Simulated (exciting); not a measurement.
# Core excitons at the S K edge of BaSO4, part 2 of 2

Wanted: the near-edge spectrum and the bound core excitons at the S K edge of BaSO4.

exciting sodium; X-ray absorption, core-level Bethe-Salpeter equation, exchange and statically screened direct term, Tamm-Dancoff, all-electron LAPW+lo LDA.

So far. Step 5 (Independent particles): Maxima (height): 5.0 eV (0.41), 5.8 eV (0.38), 16.4 eV (0.15), 17.6 eV (0.15) and 19.6 eV (0.11); 1 lower ones aren't listed. The spectrum differs from the singlet run by 109 % r.m.s. Moving the earlier curve by +6.1 eV leaves 49 %. The highest maximum lies at 5.0 eV (0.41), against -0.9 eV (1.00). Step 6 (Exchange alone): Maxima (height): 5.0 eV (0.41), 5.8 eV (0.38), 16.4 eV (0.15), 17.6 eV (0.15) and 19.6 eV (0.11); 1 lower ones aren't listed.

## 8. Coarser mesh

Changed against the first singlet run: k mesh from 3×3×3 to 2×2×2.

input.xml reads:

```
<input>
  <title>BaSO4</title>
  <structure speciespath="." autormt="false" epslat="1.0e-5">
    <crystal>
      <basevect>0.0000000000 6.9896811940 6.9896811940</basevect>
      <basevect>6.9896811940 0.0000000000 6.9896811940</basevect>
      <basevect>6.9896811940 6.9896811940 0.0000000000</basevect>
    </crystal>
    <species speciesfile="Ba.xml" rmt="2.074">
      <atom coord="0.5000000000 0.5000000000 0.5000000000"/>
    </species>
    <species speciesfile="S.xml" rmt="1.367">
      <atom coord="0.0000000000 0.0000000000 0.0000000000"/>
    </species>
    <species speciesfile="O.xml" rmt="1.367">
      <atom coord="0.8836120000 0.8836120000 0.8836120000"/>
      <atom coord="0.3491640000 0.8836120000 0.8836120000"/>
      <atom coord="0.8836120000 0.8836120000 0.3491640000"/>
      <atom coord="0.8836120000 0.3491640000 0.8836120000"/>
    </species>
  </structure>
  <groundstate do="skip" xctype="LDA_PW" ngridk="3 3 3" rgkmax="7" gmaxvr="14" nempty="8" swidth="0.001" maxscl="100" epsengy="1e-5"/>
  <xs xstype="BSE" ngridk="2 2 2" ngridq="2 2 2" vkloff="0.097 0.273 0.493" rgkmax="7" nempty="51" gqmax="3" lmaxapwwf="5" lmaxemat="2" broad="0.01654" tevout="true">
    <energywindow intv="87.685 89.302" points="439"/>
    <screening screentype="full" nempty="77"/>
    <BSE xas="true" xasspecies="2" xasatom="1" xasedge="K" bsetype="singlet" nstlxas="1 47"/>
    <qpointset>
      <qpoint>0 0 0</qpoint>
    </qpointset>
    <plan>
      <doonly task="xsgeneigvec"/>
      <doonly task="writepmatxs"/>
      <doonly task="scrgeneigvec"/>
      <doonly task="scrwritepmat"/>
      <doonly task="screen"/>
      <doonly task="scrcoulint"/>
      <doonly task="exccoulint"/>
    </plan>
  </xs>
</input>
```

input.xml for the last start (plan only) reads:

```
  <plan>
    <doonly task="bse"/>
  </plan>
```

On the command line:

```console
OMP_NUM_THREADS=1 mpirun -n 4 exciting
OMP_NUM_THREADS=4 exciting
```

Numbers of over 12 decimals in the logs are rounded to 6 here.

Output:

```text
| EXCITING SODIUM started for task xsgeneigvec ( 301)                          =
One-shot GS runs for BSE calculations
One-shot GS runs for k+qmt/2 grids
Info(xsgeneigvec): Generating eigenvectors for Q-point      1
Info(xsgeneigvec): Generation of eigenvectors finished
| EXCITING SODIUM started for task writepmatxs ( 320)                          =
Info(writepmatxs): Momentum matrix elements finished
| EXCITING SODIUM started for task scrgeneigvec ( 401)                         =
One-shot GS runs for BSE calculations
One-shot GS runs for k+qmt/2 grids
[...]
Info(setup_bse_block): Setting up RR part of hamiltonian
Info(setup_bse_block): Singlet spin state
Info(bse): Diagonalizing RR Hamiltonian (TDA)
Info(bse): Invoking Lapack routine ZHEEVR
       752 eigen solutions found in the interval:
         i1=       1 i2=     752
Info(bse): Writing excition energies and oscillator strengths to text file.
Info(makespectrum_dist): Making spectrum using formula for coupling with time reversed AR basis.
Info(makespectrum_dist): Using formalism for vanishing momentum transfer.
Info(writederived): Writing quantities derived from the macroscopic dielectric function.
Info(bselauncher): Spectrum finished for iqmt=  1
Info(bselauncher): All done for BSE type singlet
```

The job ended after 6.3 min (4 MPI ranks of Intel Xeon at 2.70GHz, shared host).

These settings are cheaper. Against the singlet run the r.m.s. difference is 8 %. The lowest bare transition of this run lies at 0.56 eV, against 0.29. A coarse mesh samples few band energies, and it inflates the long-range part of the attraction.

```tsv
E (eV)	first run	this run
-4.0	0.02	0.02
-3.0	0.04	0.04
-2.0	0.14	0.13
-1.0	0.89	0.81
0.0	0.30	0.33
1.0	0.11	0.13
2.0	0.08	0.08
3.0	0.04	0.04
4.0	0.04	0.04
5.0	0.03	0.03
6.0	0.04	0.04
7.0	0.07	0.06
8.0	0.07	0.09
9.0	0.08	0.07
10.0	0.08	0.08
11.0	0.08	0.07
12.0	0.08	0.07
13.0	0.08	0.09
14.0	0.12	0.13
15.0	0.08	0.09
16.0	0.06	0.06
17.0	0.04	0.04
18.0	0.05	0.05
19.0	0.03	0.04
```

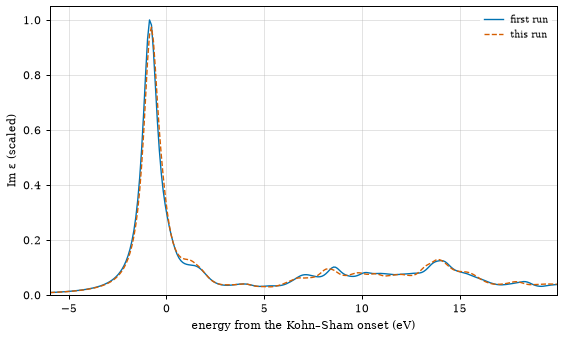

This run beside the first singlet run.

## 9. The levels of theory side by side

```tsv
level	curve passes 0.15 (eV)	highest maximum (eV)	its height
IP	4.0	5.0	0.41
RPA	4.0	5.0	0.41
singlet	-1.9	-0.9	1.00
```

```tsv
E (eV)	IP	RPA	singlet
-4.0	0.00	0.00	0.02
-3.0	0.00	0.00	0.04
-2.0	0.00	0.00	0.14
-1.0	0.01	0.01	0.89
0.0	0.01	0.01	0.30
1.0	0.02	0.02	0.11
2.0	0.05	0.05	0.08
3.0	0.08	0.08	0.04
4.0	0.15	0.14	0.04
5.0	0.41	0.41	0.03
6.0	0.36	0.36	0.04
7.0	0.10	0.10	0.07
8.0	0.07	0.08	0.07
9.0	0.06	0.06	0.08
10.0	0.07	0.07	0.08
11.0	0.09	0.09	0.08
12.0	0.09	0.09	0.08
13.0	0.08	0.08	0.08
14.0	0.06	0.06	0.12
15.0	0.08	0.08	0.08
16.0	0.15	0.15	0.06
17.0	0.13	0.13	0.04
18.0	0.12	0.12	0.05
19.0	0.09	0.09	0.03
```

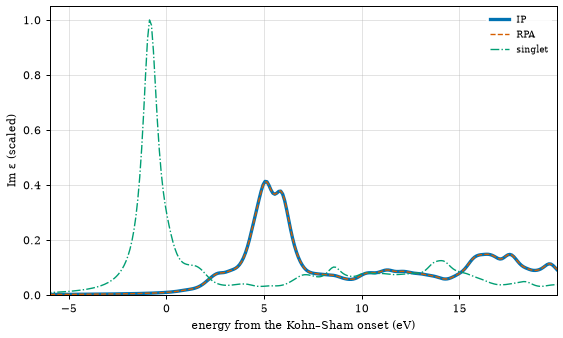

The spectrum at each level.

## 10. Summary of results

| Quantity | Value |
| --- | --- |
| absorber and edge | S K, atom 2 |
| surroundings | 4 O at 1.49 Å (tetrahedral, site symmetry -43m) |
| first bright state | -0.86 eV from the Kohn–Sham onset, on this mesh |
| highest maximum | -0.9 eV |
| cost of the BSE run | 29 min on 4 MPI ranks of Intel Xeon at 2.70GHz, shared host; the last task ran on as many threads |

What this shows: Is a core exciton bound? Yes on this mesh: the first bright state (over 5 % of the brightest) lies at -0.86 eV from the Kohn–Sham onset and at -1.14 eV from the lowest bare transition of its own mesh; weaker or dark states reach down to -1.07 eV. Exchange alone changes the independent-particle spectrum by 0.4 % r.m.s. With 27 k points the binding energies are rough, and fine structure above the first lines is partly noise of the mesh. The kernel cutoff is low for a compact core orbital, so the effect of exchange is a lower bound. The zero comes from the unshifted 3×3×3 ground-state mesh; it is exact only where the band minimum lies on that mesh. The Kohn–Sham onset, 2398 eV, is no photon energy (tabulated edge of the element: 2472 eV): the scale needs a rigid shift. Bands and screening come from semilocal DFT, whose small gap overscreens. Vibrations and energy-dependent lifetimes are left out. The structure is a Materials Project entry, computed there, and may be a hypothetical form.

[Banner, clock and machine lines of the logs are left out without a mark of their own.]

[Logs are printed without paths, hosts, clocks, repeated set-up lines and the standing remarks that a program may print on its own settings, such as how far it seeks lower states.]

[Hosts, paths, dates, database ids (printed as entryN), source tags and the programs' standing remarks are cut or masked in the printed files.]
